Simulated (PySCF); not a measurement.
**C$_{5}$H$_{7}$ClN$_{2}$Si: density, localisation and related maps**

```yaml
atoms:
  - { symbol: N, position_ang: [-1.1992, 0.5828, -2.4242] }
  - { symbol: C, position_ang: [-1.4525, -0.0876, -1.5333] }
  - { symbol: C, position_ang: [-1.7350, -0.9224, -0.3956] }
  - { symbol: C, position_ang: [-0.8744, -0.5303, 0.8164] }
  - { symbol: Si, position_ang: [1.0121, -0.6295, 0.5092] }
  - { symbol: Cl, position_ang: [1.4214, -2.2130, -0.6813] }
  - { symbol: C, position_ang: [1.6089, 0.9548, -0.3951] }
  - { symbol: C, position_ang: [1.2853, 2.1190, 0.3700] }
  - { symbol: N, position_ang: [1.0083, 3.0282, 1.0063] }
  - { symbol: H, position_ang: [-1.5382, -1.9601, -0.6806] }
  - { symbol: H, position_ang: [-2.7983, -0.8262, -0.1556] }
  - { symbol: H, position_ang: [-1.1347, 0.4839, 1.1243] }
  - { symbol: H, position_ang: [-1.1476, -1.1865, 1.6442] }
  - { symbol: H, position_ang: [1.7150, -0.7771, 1.7823] }
  - { symbol: H, position_ang: [2.6895, 0.9279, -0.5469] }
  - { symbol: H, position_ang: [1.1317, 1.0451, -1.3742] }
```

Geometry: GFN2-xTB.

The calculation used PBE0/pcSseg-1, SCF density, gas phase, non-relativistic in PySCF.

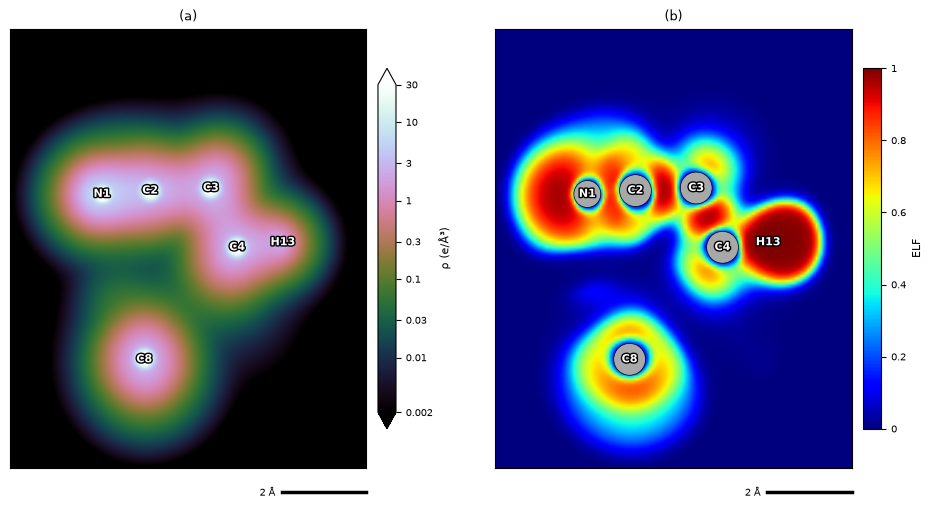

Figure 1. (a) electron density; (b) ELF on the plane of atoms C2, C3 and C4. Grey discs cover the atomic cores in the ELF map.

Q: Describe what can be read from this map.

A: The plane passes through N, C and H nuclei. C–N (1.14 Å): the density is about 3.6 e/Å³ at the midpoint; the ELF peaks at about 0.85 between the atoms (a short, multiple covalent bond). C–C (1.44 Å): ρ at the midpoint is about 1.9 e/Å³; the ELF peaks at about 0.95 between the atoms (localised, covalent bonding). C–H (1.09 Å): ρ at the midpoint is about 2 e/Å³; the ELF climbs to about 1 towards the hydrogen, as it does in any bond to H: a covalent bond by its length. C–C (1.54 Å): ρ at the midpoint is about 1.6 e/Å³; the ELF peaks at about 0.95 between the atoms; localised, covalent bonding. The ELF also peaks beside N1, away from the bonds: lone-pair regions.

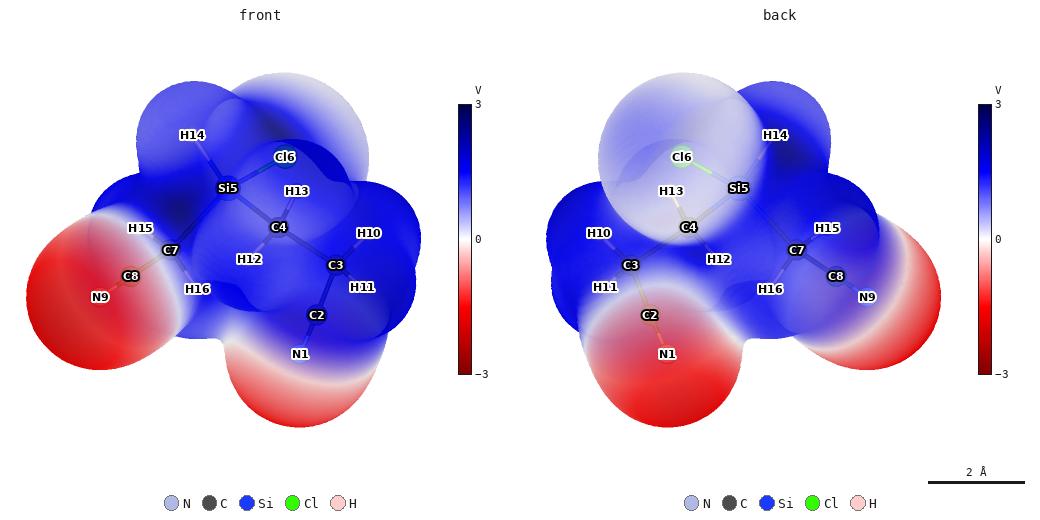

Figure 2. The molecular electrostatic potential painted on the density surface at 0.004 e/bohr³, seen from the front and from behind; red is negative and blue positive.

Q: Describe the electrostatic potential map.

A: The most negative region (about −2.0 V, or −46 kcal/mol for a unit charge) lies over N9, the most positive (about +2.5 V, or +58 kcal/mol for a unit charge) over Si5. N9 is the likeliest acceptor of a hydrogen bond.

Q: What dipole moment does the calculation give?

A: Its dipole moment is 4.66 D.
